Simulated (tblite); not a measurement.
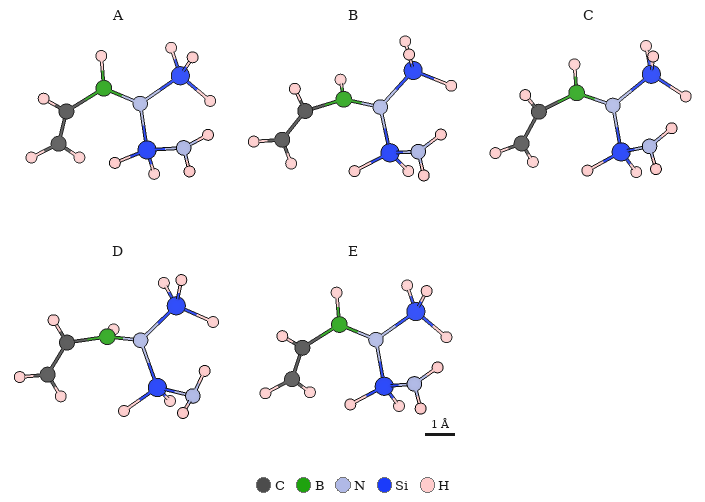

5 geometries from one relaxation of C2H11BN2Si2, in shuffled order. A ball-and-stick model, seen at a tilt.

Level of theory: GFN2-xTB geometry optimisation, gas phase (tblite). 

Order the frames from highest to lowest energy.

Answer. D, B, C, E, A. They are steps 0, 19, 49, 75, 168, at +1.061 eV, +0.284 eV, +0.106 eV, +0.019 eV relative to the last. The energy falls by 1.061 eV in 168 geometry steps. The atom that moves furthest after the best rigid fit is an H atom (1.91 Å). By element the largest moves are H 1.91 Å, B 0.65 Å, N 0.56 Å, C 0.53 Å, Si 0.45 Å. Among the contacts that change: B–N 1.520 → 1.409 Å, N–Si 1.779 → 1.723 Å, H–N 1.043 → 1.007 Å, H–Si 1.490 → 1.457 Å. Bond angles that change, for instance: B–N–Si 110.9° → 122.2°, H–C–H 124.0° → 115.6°, N–Si–N 114.6° → 106.7°. Groups turn about B–C by about 55°.
